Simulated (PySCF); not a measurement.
SMILES BCF (CH₄BF) at its CAM-B3LYP/def2-SVP optimised geometry (Å):

```
7

B      0.7520    -0.0860     0.0000
C     -0.7984    -0.0860     0.0000
F     -1.3931     1.1556     0.0000
H      1.3931     0.9325    -0.0042
H      1.3088    -1.1556     0.0036
H     -1.1559    -0.6639     0.8777
H     -1.1541    -0.6638    -0.8787
```

Method: CAM-B3LYP/def2-TZVP (PySCF). Cells within 0.4 Å of a nucleus heavier than hydrogen are left out (blank, or x).

Map of the electron localisation function on the plane z = 0.0 Å:

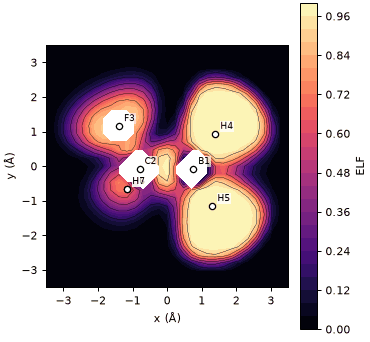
Figure. Electron localisation function on the plane z = 0.0 Å.
